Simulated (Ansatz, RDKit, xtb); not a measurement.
# Isomers of C5H2ClFOS, a sample narrowed down, part 1 of 2

A sample of isomers of C5H2ClFOS is drawn. Aim: find which of them has the lowest free energy at 298.15 K, then its properties. The sample is small against all isomers, and the most stable one of this formula need not be in it.

Plan: many cheap relaxations first (GFN2-xTB), then density-functional screening, relaxation at PBE-D3(BJ)/def2-SVP, vibrations (at GFN2-xTB) and a final energy. The numbers are computed, not measured.

**1. Possible bonding patterns**

Isomers were taken from a list of plausible structures; this is a sample, not all of them. That gives 8 candidates.

```
label             SMILES     spin
 c099    O=c1c(F)cscc1Cl  singlet
 c151    O=C(F)c1sccc1Cl  singlet
 c313    O=C(Cl)c1sccc1F  singlet
 c382    Fc1cocc(Cl)c1=S  singlet
 c445  Fc1cc(=S)cc(Cl)o1  singlet
 c506    Fc1occc(=S)c1Cl  singlet
 c614    O=c1ccsc(Cl)c1F  singlet
 c747  O=C(Cl)c1cc(F)cs1  singlet
```

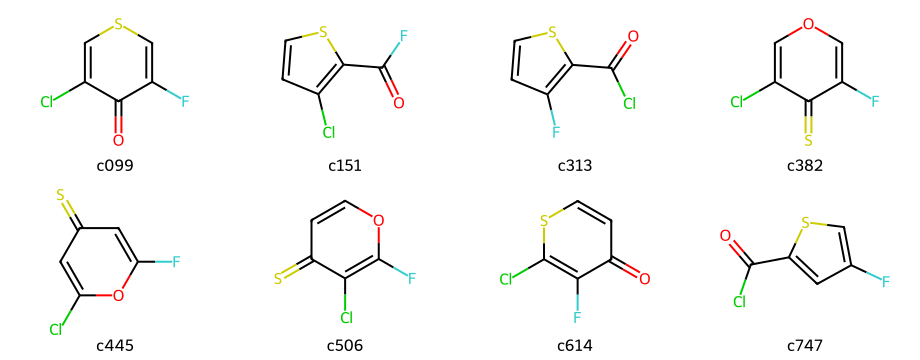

Structural formulas of the candidates.

Candidates are built by distance geometry, with a force field where one applies, in up to four conformers (letters a to d).

**2. Cheap relaxation of all starts**

All 11 starts are relaxed the same way. One of them, c382a (taken from a list of plausible isomers, embedded by distance geometry and MMFF94), in full:

The input, start.xyz:

```xyz
11
c382a
C      0.810007    -0.383553     0.017145
C      1.457656     0.005030     1.047948
C      1.006050     2.306836     0.624324
C      0.342265     2.033342    -0.476765
C      0.094744     0.631204    -0.940863
Cl    -0.368283     3.331925    -1.354978
F      0.686171    -1.675496    -0.350628
O      1.590627     1.263233     1.480889
S     -0.671802     0.114578    -2.292337
H      1.940242    -0.653738     1.747538
H      1.187407     3.256209     1.029923
```

Run with:

```bash
$ xtb start.xyz --gfn 2 --opt
```

The program printed, cut to the lines that bear on the results:

```text
* xtb version 6.7.1
[...]
          :  # basis functions                  50          :
[...]
          :  # electrons                        48          :
[...]
          :  Hamiltonian                  GFN2-xTB          :
[...]
          :  net charge                          0          :
          :  unpaired electrons                  0          :
[...]
   *** convergence criteria satisfied after 14 iterations ***
[...]
   *** GEOMETRY OPTIMIZATION CONVERGED AFTER 7 ITERATIONS ***
[...]
   *** convergence criteria satisfied after 3 iterations ***
[...]
         ::                     SUMMARY                     ::
         :::::::::::::::::::::::::::::::::::::::::::::::::::::
         :: total energy             -28.279891660300 Eh    ::
         :: gradient norm              0.000632479223 Eh/a0 ::
         :: HOMO-LUMO gap              1.093018053206 eV    ::
         ::.................................................::
         :: SCC energy               -28.516410289417 Eh    ::
         :: -> isotropic ES            0.026645468749 Eh    ::
         :: -> anisotropic ES          0.001005974502 Eh    ::
         :: -> anisotropic XC          0.000966617211 Eh    ::
         :: -> dispersion             -0.011452338301 Eh    ::
         :: repulsion energy           0.236518629117 Eh    ::
         :: add. restraining           0.000000000000 Eh    ::
         :: total charge               0.000000000000 e     ::
         :::::::::::::::::::::::::::::::::::::::::::::::::::::
[...]
        24        2.0000           -0.3617881              -9.8448 (HOMO)
        25                         -0.3216205              -8.7517 (LUMO)
[...]
     #   Z          covCN         q      C6AA      α(0)
     1   6          2.813     0.151    24.719     8.146
     2   6          2.828     0.070    26.431     8.424
     3   6          2.881     0.077    26.273     8.403
     4   6          2.914     0.069    26.457     8.435
     5   6          2.981     0.067    26.504     8.445
     6  17          0.992    -0.095   102.133    15.461
     7   9          0.789    -0.177    10.996     3.917
     8   8          1.710    -0.140    16.416     5.470
     9  16          1.087    -0.230   148.945    20.639
    10   1          0.926     0.105     1.738     2.061
    11   1          0.926     0.103     1.756     2.072
[...]
     #   Z sym  total        # sym  WBO       # sym  WBO       # sym  WBO
 ---------------------------------------------------------------------------
     1   6      3.899 --     2      1.595     5      1.143     7      0.995
     2   6      3.920 --     1      1.595     8      1.112    10      0.950
                             9      0.110
     3   6      3.922 --     4      1.604     8      1.113    11      0.951
                             9      0.103
     4   6      3.934 --     3      1.604     5      1.140     6      1.024
     5   6      3.981 --     9      1.591     1      1.143     4      1.140
     6  17      1.187 --     4      1.024
     7   9      1.142 --     1      0.995
     8   8      2.474 --     3      1.113     2      1.112
     9  16      1.998 --     5      1.591     2      0.110     3      0.103
    10   1      0.988 --     2      0.950
    11   1      0.989 --     3      0.951
[...]
molecular dipole:
                 x           y           z       tot (Debye)
 q only:        0.946       0.603       1.562
   full:        0.981       0.802       1.641       5.268
molecular quadrupole (traceless):
[...]
          | TOTAL ENERGY              -28.279891660300 Eh   |
          | GRADIENT NORM               0.000632479223 Eh/α |
          | HOMO-LUMO GAP               1.093018053206 eV   |
           -------------------------------------------------
[...]
```

Wall time 0.087 s (4 threads of Arm Neoverse V1, shared host).

**3. The minima found**

11 of the 11 relaxations converged. 11 distinct structures remain:

```csv
label,start,SMILES after,spin,energy (kcal/mol)
c151b,drawn,O=C(F)c1sccc1Cl,singlet,0.0
c151a,drawn,O=C(F)c1sccc1Cl,singlet,0.7
c747b,drawn,O=C(Cl)c1cc(F)cs1,singlet,3.6
c747a,drawn,O=C(Cl)c1cc(F)cs1,singlet,3.8
c313b,drawn,O=C(Cl)c1sccc1F,singlet,4.6
c313a,drawn,O=C(Cl)c1sccc1F,singlet,5.1
c445a,drawn,Fc1cc(=S)cc(Cl)o1,singlet,10.9
c506a,drawn,Fc1occc(=S)c1Cl,singlet,14.3
c382a,drawn,Fc1cocc(Cl)c1=S,singlet,16.1
c099a,drawn,O=c1c(F)cscc1Cl,singlet,21.3
c614a,drawn,O=c1ccsc(Cl)c1F,singlet,24.8
```

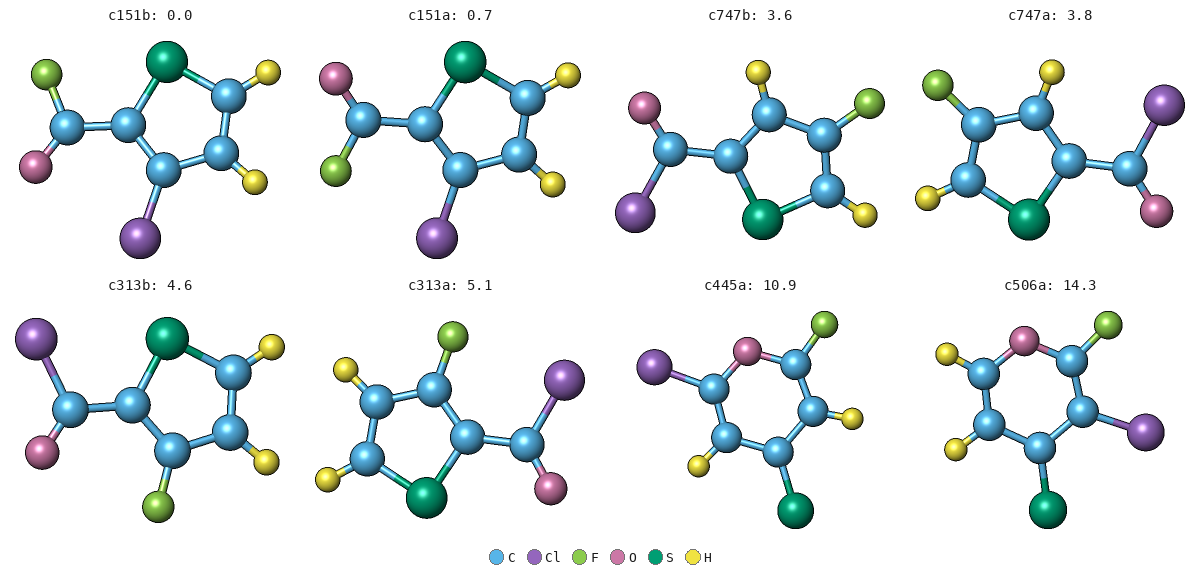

The 8 lowest minima that did not fall apart, with their GFN2-xTB energies in kcal/mol.

**4. Single points on the low minima**

A choice of the minima (the low ones first, few conformers of a pattern, up to a cap) and the lowest that fell apart get a single point at r2SCAN-D4/def2-SVP on the tight-binding geometry, and one at HF/STO-3G for comparison. The lowest singlets are also tried as triplets at the same geometry (label ending in t). The first, c151b:

The input, input.yaml:

```yaml
crystal:
  periodic: [false, false, false]
  atoms:
    - {symbol: C, position_ang: [-1.097500, -0.031784, -0.384366]}
    - {symbol: C, position_ang: [0.076505, 0.704476, 0.006747]}
    - {symbol: C, position_ang: [1.690459, 2.255281, 1.018211]}
    - {symbol: C, position_ang: [2.291540, 1.403867, 0.140592]}
    - {symbol: C, position_ang: [1.372727, 0.510868, -0.443569]}
    - {symbol: Cl, position_ang: [1.806599, -0.675214, -1.582377]}
    - {symbol: F, position_ang: [-2.211132, 0.438355, 0.264131]}
    - {symbol: O, position_ang: [-1.206645, -0.931592, -1.147716]}
    - {symbol: S, position_ang: [0.009123, 1.999650, 1.157715]}
    - {symbol: H, position_ang: [2.156082, 3.031322, 1.592823]}
    - {symbol: H, position_ang: [3.340254, 1.406309, -0.089655]}
basis:
  gaussian:
    orbitals: def2-SVP
scf:
  lower_state_search: off
hamiltonian:
  xc: r2scan
  dispersion: d4
```

Run with:

```bash
$ ansatz run input.yaml --threads 4 --pin off --max-ram 7830MiB --events-out events.jsonl --progress --plain --runs-dir runs
```

The program printed, cut to the lines that bear on the results:

```text
Warning: RAYON_NUM_THREADS=4 ignored (pool sized by the plan → 4); use --threads N
Functional definition: r2SCAN
  name "r2SCAN"
[...]
1597 factors; their error is unknown
[...]
mean field -33317.94536277 eV, -1224.4119083674 hartree, gradient 4.4e-6 eV, S^2 0.000000; 0 other end points of the search recorded, 0 dependent functions left out
reference -33317.94536997 eV, -1224.4119086318 hartree; 41, 41 occupied and 103, 103 virtual orbitals, 1597 factors
Total energy: -33318.05121013 eV, -1224.4157981860 hartree
Checks for a lower state left out: stability, starts, cluster_reference, orbital_swaps, neighbouring_geometries, increment
```

Wall time 2.3 s (4 threads of Arm Neoverse V1, shared host); peak memory 0.2 GiB.

Relative energies in kcal/mol, each column from its lowest structure that stays in one piece:

```csv
label,SMILES,spin,GFN2-xTB,HF/STO-3G,r2SCAN-D4/def2-SVP
c151b,O=C(F)c1sccc1Cl,singlet,0.0,2.2,0.0
c151a,O=C(F)c1sccc1Cl,singlet,0.7,2.1,0.4
c747a,O=C(Cl)c1cc(F)cs1,singlet,3.8,1.1,5.8
c747b,O=C(Cl)c1cc(F)cs1,singlet,3.6,1.4,6.0
c313b,O=C(Cl)c1sccc1F,singlet,4.6,0.0,6.3
c313a,O=C(Cl)c1sccc1F,singlet,5.1,0.7,6.9
c099a,O=c1c(F)cscc1Cl,singlet,21.3,18.9,23.7
c445a,Fc1cc(=S)cc(Cl)o1,singlet,10.9,26.1,26.2
c614a,O=c1ccsc(Cl)c1F,singlet,24.8,20.7,26.4
c506a,Fc1occc(=S)c1Cl,singlet,14.3,27.7,29.2
c382a,Fc1cocc(Cl)c1=S,singlet,16.1,33.1,33.6
c151bt,O=C(F)c1sccc1Cl,triplet,–,–,71.1
c747at,O=C(Cl)c1cc(F)cs1,triplet,–,–,75.6
```

**5. Relaxing the best candidates**

3 candidates are relaxed at PBE-D3(BJ)/def2-SVP (chosen among the lowest in one piece, one conformer a pattern). The first, c151b:

Edit input.yaml of step 4 so:

```diff
@@ -15,8 +15,5 @@
 basis:
-  gaussian:
-    orbitals: def2-SVP
-scf:
-  lower_state_search: off
-hamiltonian:
-  xc: r2scan
-  dispersion: d4
+  gaussian: {orbitals: def2-SVP}
+hamiltonian: {xc: {name: PBE}, dispersion: d3bj}
+relax: {f_tol: 0.006}
+scf: {lower_state_search: off}
```

Run with:

```bash
$ ansatz run input.yaml --threads 4 --pin off --max-ram 7830MiB --events-out events.jsonl --progress --plain --runs-dir runs
```

The program printed, cut to the lines that bear on the results:

```text
Warning: RAYON_NUM_THREADS=4 ignored (pool sized by the plan → 4); use --threads N
[...]
Functional definition: PBE
  name "PBE"
[...]
1597 factors; their error is unknown
[...]
mean field -33303.91184082 eV, -1223.8961859478 hartree, gradient 4.1e-6 eV, S^2 0.000000; 0 other end points of the search recorded, 0 dependent functions left out
[...]
reference -33303.91186872 eV, -1223.8961869733 hartree; 41, 41 occupied and 103, 103 virtual orbitals, 1597 factors
relax step   1: F+E_penalty+E_count = -33304.30033230 eV  Δ(F+E_penalty+E_count) = +0.000e0 eV  max|allowed force component| = 1.058e0 eV/Å  Δτ_max = 0.0000 Å  (22 SCF iters, accepted)
[...]
relax step   5: F+E_penalty+E_count = -33304.38560615 eV  Δ(F+E_penalty+E_count) = -6.265e-4 eV  max|allowed force component| = 1.321e-2 eV/Å  Δτ_max = 0.0041 Å  (24 SCF iters, accepted)
[...]
Atom 2 at     1.693020     2.269596     1.027310 Å, force    -0.002011    -0.001082    -0.002764 eV/Å
Atom 3 at     2.308478     1.407045     0.137989 Å, force    -0.000066    -0.000951    -0.001162 eV/Å
Atom 4 at     1.378515     0.503637    -0.453332 Å, force     0.002561     0.001281    -0.000193 eV/Å
Atom 5 at     1.854246    -0.686905    -1.600086 Å, force     0.000549     0.001191     0.001635 eV/Å
Atom 6 at    -2.230980     0.449484     0.286669 Å, force     0.000119     0.000937    -0.001270 eV/Å
Atom 7 at    -1.245954    -0.950420    -1.159636 Å, force     0.000099    -0.000427     0.000039 eV/Å
Atom 8 at    -0.002799     1.998151     1.154641 Å, force    -0.000541    -0.002411     0.004827 eV/Å
Atom 9 at     2.164344     3.062668     1.621599 Å, force    -0.001674     0.000997    -0.001099 eV/Å
Atom 10 at     3.380933     1.407560    -0.093509 Å, force     0.000465    -0.002346    -0.000787 eV/Å
Dipole moment:     0.603838     0.547235     0.348715 e Å
Checks for a lower state left out: stability, starts, cluster_reference, orbital_swaps, neighbouring_geometries, increment
```

Run time: 9.6 s. Hardware: 4 threads of Arm Neoverse V1, shared host; peak memory 0.21 GiB.

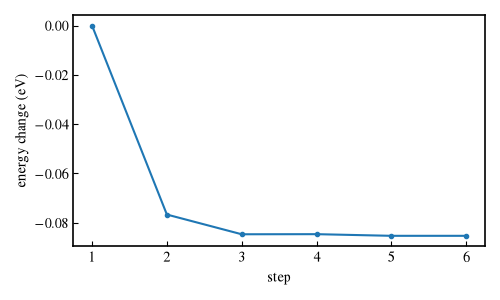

Energy along the run, all evaluated steps.

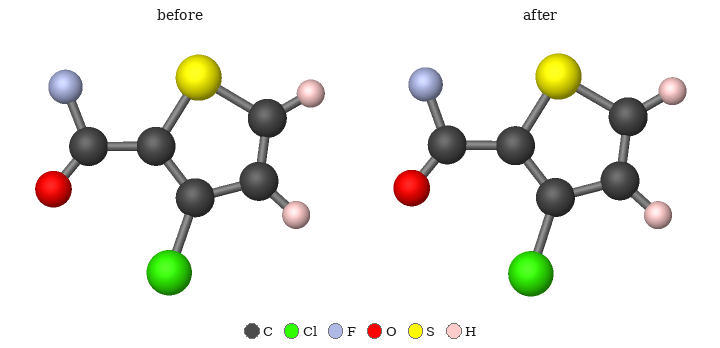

Before and after, at one scale.

After the run. Bond lengths: C1–C2 1.460 Å, C3–C4 1.383 Å, C2–C5 1.401 Å, C4–C5 1.425 Å, C5–Cl6 1.720 Å, C1–F7 1.375 Å, C1–O8 1.198 Å, C2–S9 1.746 Å, C3–S9 1.722 Å, C3–H10 1.097 Å, C4–H11 1.097 Å. Some angles: C1–C2–C5 128.3°, C1–C2–S9 121.2°, C5–C2–S9 110.5°, C2–C1–F7 110.3°, C2–C1–O8 128.7°, F7–C1–O8 121.0°, C3–C4–C5 111.8°, C4–C3–S9 112.8°, C2–C5–C4 113.1°, C2–C5–Cl6 124.5°.

(Continued in part 2 of 2.)
